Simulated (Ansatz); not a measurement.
# CHSi (doublet): correlated methods under varied settings at scale of all distances = 1.312

What do other methods and options give for CHSi (doublet) at this geometry, and how long do they take?

Program: Ansatz 0.2.0, Gaussian basis. Level of theory: the settings change from run to run. These are calculated values, not measurements.

26 further runs of the same task are left out: 2 for a known fault of the program, 2 for a mislabelled method, 18 that didn't finish, 4 set aside as unsound or not needed.

## (1) The geometry

The geometry derives from a PBE0/def2-TZVP stationary point (not a proven minimum). All distances are scaled together.

3 atoms, charge 0, spin multiplicity 2.

Atoms are counted from 1 here; the program's logs count them from 0.

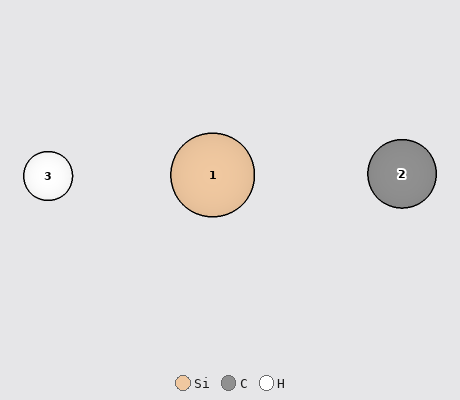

The structure; silicon light orange, carbon grey, hydrogen white; atoms are numbered from 1 in the order of the file.

## (2) NEVPT4(SD)(5,3)/6-31G

in.yaml

```yaml
crystal:
  periodic: [false, false, false]
  atoms:
    - {symbol: Si, position_ang: [0.000000, 0.000000, 0.099160]}
    - {symbol: C, position_ang: [0.000000, 0.000000, -2.165707]}
    - {symbol: H, position_ang: [0.000000, 0.000000, 2.066547]}
basis:
  gaussian: {orbitals: 6-31G}
magnetization: {spin_polarized: false, initial_magnetization: 1}
hamiltonian: {pseudopotentials: {relativity: none}}
correlation: {method: fic_nevpt4_sd, electrons: outside_noble_gas, active_space: {window: {electrons: 5, orbitals: 3}, states: [{multiplicity: 2, weights: [1, 0.5, 0.5]}], root: 2}}
```

Command:

```bash
$ ansatz run in.yaml --threads 1 --pin off --events-out ev --progress --plain --max-ram 2393MiB
```

Standard output (excerpt; [...] marks lines left out):

```text
Functional definition: HF
  name "HF"
  cite "Fock, Z. Phys. 61, 126 (1930) doi:10.1007/BF01340294"
  parent pbe
[...]
505 factors; integrals over basis functions are off by at most 5.5e-8 eV
[...]
mean field -8897.52848620 eV, -326.9781409065 hartree, gradient 1.6e-6 eV, S^2 0.750000; 15 other end points of the search recorded, 0 dependent functions left out
reference -8897.52848620 eV, -326.9781409065 hartree; 11, 10 occupied and 13, 14 virtual orbitals, 505 factors
state -8897.07310045 eV, -326.9614057890 hartree
state -8896.55285176 eV, -326.9422870023 hartree
state -8893.89091179 eV, -326.8444625125 hartree
state -8897.07310045 eV, -326.9614057890 hartree; corrected -8901.95142804 eV, -327.1406810211 hartree
state -8896.55285176 eV, -326.9422870023 hartree; corrected -8903.11110490 eV, -327.1832983597 hartree
state -8893.89091179 eV, -326.8444625125 hartree; corrected -8899.76044330 eV, -327.0601638169 hartree
state -8897.05169669 eV, -326.9606192149 hartree
state -8896.83507924 eV, -326.9526586706 hartree
state -8893.55044170 eV, -326.8319504674 hartree
state -8897.05169669 eV, -326.9606192149 hartree; corrected -8902.61311410 eV, -327.1649975353 hartree
state -8896.83507924 eV, -326.9526586706 hartree; corrected -8902.18377231 eV, -327.1492195156 hartree
state -8893.55044170 eV, -326.8319504674 hartree; corrected -8900.20981296 eV, -327.0766778475 hartree
state -8897.05169669 eV, -326.9606192149 hartree; corrected -8902.61311410 eV, -327.1649975353 hartree
state -8896.83507924 eV, -326.9526586706 hartree; corrected -8902.18377231 eV, -327.1492195156 hartree
state -8893.55044170 eV, -326.8319504674 hartree; corrected -8900.20981296 eV, -327.0766778475 hartree
the orbitals are reached from a further start. From the first start the search ends at -8896.14747351 eV, -326.9273896260 hartree
WARN: the results are in doubt because another end's mean lies 0.025 eV lower, and its corrected mean 0.211 eV higher
Total energy: -8900.20981296 eV, -327.0766778475 hartree
In doubt: another end's mean lies 0.025 eV lower, and its corrected mean 0.211 eV higher
```

Wall time 1.6 s (1 thread of Intel Xeon Platinum 8375C at 2.90GHz, shared host).

From the report: 1 determinant; active occupations (of the averaged states) 1.75, 1.75, 1.50. The program marks this result as in doubt; its last lines say why.

## (3) BCCD/6-31G*

in.yaml

```yaml
crystal:
  periodic: [false, false, false]
  atoms:
    - {symbol: Si, position_ang: [0.000000, 0.000000, 0.099160]}
    - {symbol: C, position_ang: [0.000000, 0.000000, -2.165707]}
    - {symbol: H, position_ang: [0.000000, 0.000000, 2.066547]}
basis:
  gaussian: {orbitals: "6-31G*"}
magnetization: {spin_polarized: false, initial_magnetization: 1}
hamiltonian: {xc: {name: PBE}}
correlation: {method: bccd, electrons: outside_noble_gas, diis_vectors: 12}
```

Launched as before.

Standard output (excerpt; [...] marks lines left out):

```text
Functional definition: PBE
  name "PBE"
  cite "Perdew, Burke & Ernzerhof, Phys. Rev. Lett. 77, 3865 (1996) doi:10.1103/PhysRevLett.77.3865"
  parent pbe
[...]
341 factors; integrals over basis functions are off by at most 6.0e-4 eV
[...]
mean field -8915.70676026 eV, -327.6461801564 hartree, gradient 1.7e-6 eV, S^2 0.750000; 6 other end points of the search recorded, 0 dependent functions left out
unrestricted determinant -8900.11667253 eV, -327.0732549997 hartree, S^2 2.2977
6 core orbitals not correlated: weight in the atoms' cores, before any rotation towards them, 1.000 or more for the frozen orbitals, at most 0.000 for the correlated occupied ones
reference -8896.56269440 eV, -326.9426487124 hartree; 5, 4 occupied and 25, 26 virtual orbitals, 341 factors
second order -8.06408342 eV of doubles, -0.55715336 eV of singles
cycle   1  -6.85367397 eV  change    6.7e-1 eV  update   1.7e-1
[...]
cycle  45  -7.98277529 eV  change   -1.7e-6 eV  update   4.1e-7
WARN: the results are in doubt because among natural orbitals full CI differs from the method by -0.261 eV
Total energy: -8904.54546969 eV, -327.2360102933 hartree
In doubt: among natural orbitals full CI differs from the method by -0.261 eV
```

Run time: 4.9 s. Hardware: 1 thread of Intel Xeon Platinum 8375C at 2.90GHz, shared host.

From the report: correlation -7.9828 eV; largest double amplitude 0.19. Mind the lines of doubt at the end of the log.

## (4) BCCD on UHF/def2-SVP

Edit in.yaml of step 3 so:

```diff
@@ -7,5 +7,5 @@
 basis:
-  gaussian: {orbitals: "6-31G*"}
-magnetization: {spin_polarized: false, initial_magnetization: 1}
-hamiltonian: {xc: {name: PBE}}
+  gaussian: {orbitals: def2-SVP}
+magnetization: {spin_polarized: true, initial_magnetization: 1}
 correlation: {method: bccd, electrons: outside_noble_gas, diis_vectors: 12}
+output: {forces: true}
```

The command is unchanged.

Standard output (excerpt; [...] marks lines left out):

```text
Functional definition: HF
  name "HF"
  cite "Fock, Z. Phys. 61, 126 (1930) doi:10.1007/BF01340294"
  parent pbe
[...]
361 factors; integrals over basis functions are off by at most 1.7e-3 eV
[...]
mean field -8897.18212163 eV, -326.9654122432 hartree, gradient 2.7e-6 eV, S^2 2.329781; 37 other end points of the search recorded, 0 dependent functions left out
determinant -8897.18212163 eV, -326.9654122432 hartree, with singles and doubles -8901.85573717 eV, -327.1371644465 hartree
determinant -8896.56071663 eV, -326.9425760306 hartree, with singles and doubles -8901.45909173 eV, -327.1225879956 hartree
determinant -8896.36261510 eV, -326.9352959339 hartree, with singles and doubles -8901.55326176 eV, -327.1260486803 hartree
determinant -8896.35704340 eV, -326.9350911777 hartree, with singles and doubles -8901.52720665 eV, -327.1250911725 hartree
[...]
6 core orbitals not correlated: weight in the atoms' cores, before any rotation towards them, 1.000 or more for the frozen orbitals, at most 0.000 for the correlated occupied ones
reference -8897.18212163 eV, -326.9654122432 hartree; 5, 4 occupied and 26, 27 virtual orbitals, 361 factors
second order -3.33204316 eV of doubles, -0.00000000 eV of singles
cycle   1  -4.72640694 eV  change    8.0e-3 eV  update   7.0e-2
[...]
cycle  25  -4.67942314 eV  change    1.4e-6 eV  update   7.4e-7
WARN: the results are in doubt because among natural orbitals full CI differs from the method by -0.202 eV
[...]
Total energy: -8901.86154477 eV, -327.1373778717 hartree
Atom 0 at     0.000000     0.000000     0.099160 Å, force    -0.000000    -0.000000    -0.126223 eV/Å
Atom 1 at     0.000000     0.000000    -2.165707 Å, force    -0.000000    -0.000000     2.597816 eV/Å
Atom 2 at     0.000000     0.000000     2.066547 Å, force    -0.000000    -0.000000    -2.471593 eV/Å
Dipole moment:     0.000000    -0.000000     0.374120 e Å
In doubt: among natural orbitals full CI differs from the method by -0.202 eV
```

Wall time 19 s (1 thread of Intel Xeon Platinum 8375C at 2.90GHz, shared host).

From the report: ⟨S²⟩ of the determinant 2.330 (pure doublet: 0.75); correlation -4.6794 eV; largest double amplitude 0.18. The determinant is far from a pure spin state, so its energy mixes those of several spin states (harmless only where they are near-degenerate, as at dissociation). Mind the lines of doubt at the end of the log.

## (5) The runs in one table

 † marks a result that the program doubts.

```
                                                 level         correlated  functions  energy (eV)   time
NEVPT4(SD)(5,3)/6-31G (excited root 2 of an average) †  outside noble gas         24   -8900.2098  1.6 s
                       BCCD/6-31G* (on PBE orbitals) †  outside noble gas         36   -8904.5455  4.9 s
                                BCCD on UHF/def2-SVP †  outside noble gas         37   -8901.8615   19 s
```

## (6) What came out

```
quantity                                                          value
    runs                                                              3
quickest  NEVPT4(SD)(5,3)/6-31G (excited root 2 of an average) †, 1.6 s
 slowest                                   BCCD on UHF/def2-SVP †, 19 s
```

Total energies in different bases, with other cores or another treatment of relativity can't be set against each other. BCCD on UHF/def2-SVP † took 12 times as long as NEVPT4(SD)(5,3)/6-31G (excited root 2 of an average) †; the jobs differ in more than the method.
